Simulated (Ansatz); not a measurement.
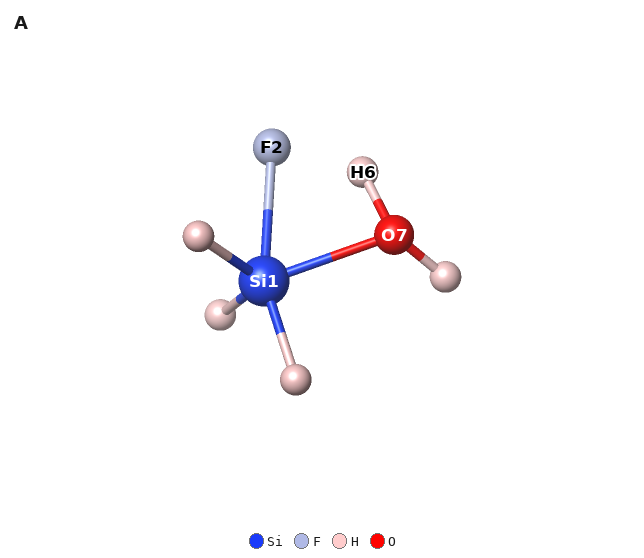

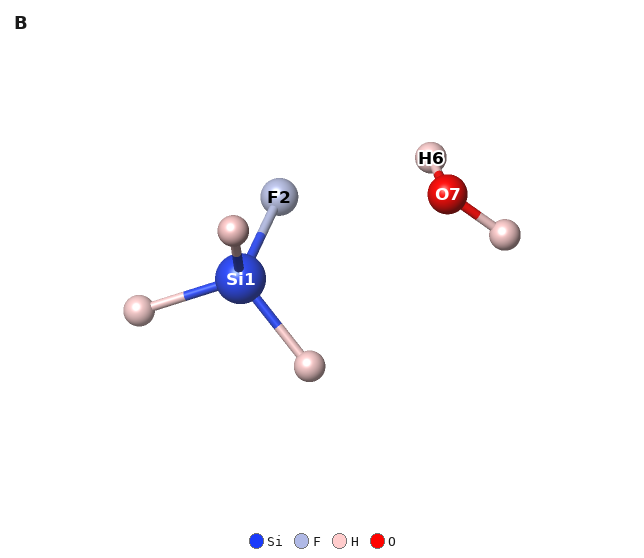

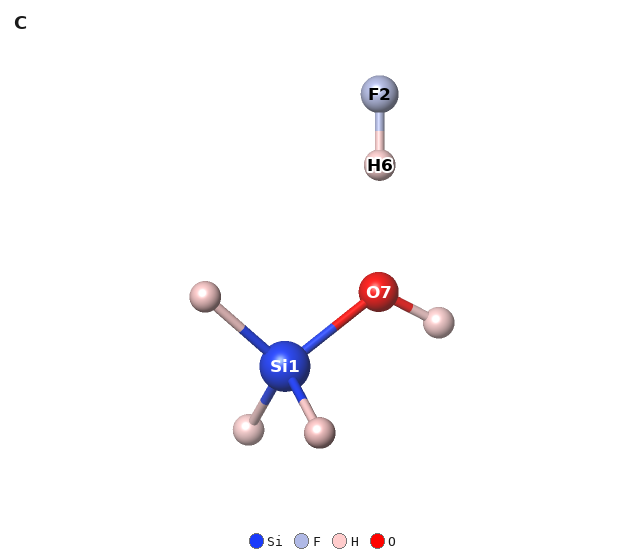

Three stationary points along one reaction path, in mixed order. Sticks follow a distance rule, so a partial bond may show as a full stick or not at all. The species is neutral and a spin singlet. Geometries: PBE0-D4/def2-TZVP; all other levels are single points on them, and energies count from the start as drawn. Program: Ansatz 0.2.0. In CBS estimates cores are frozen, and CCSD(T) − MP2 is taken in the smaller basis.

**Which panel shows the transition state?**

A.

**Which bonds form and which break from B to C?**

Formed: Si1–O7, F2–H6; broken: Si1–F2, H6–O7. At the saddle point Si1···O7 is 1.83 Å, F2···H6 is 1.27 Å, Si1···F2 is 1.96 Å, H6···O7 is 1.10 Å.

Give the electronic barrier and the reaction energy from B to C in kcal/mol (no zero-point energy) with CCSD(T)/CBS (MP2 limit from def2-TZVPP and def2-QZVPP plus CCSD(T) − MP2); ωB97X-V/def2-TZVPP; B3LYP-D4/def2-TZVPP.

| level | barrier | reaction energy |
| --- | --- | --- |
| CCSD(T)/CBS (MP2 limit from def2-TZVPP and def2-QZVPP plus CCSD(T) − MP2) | 31.6 | +5.7 |
| ωB97X-V/def2-TZVPP | 29.9 | +6.2 |
| B3LYP-D4/def2-TZVPP | 30.7 | +5.7 |
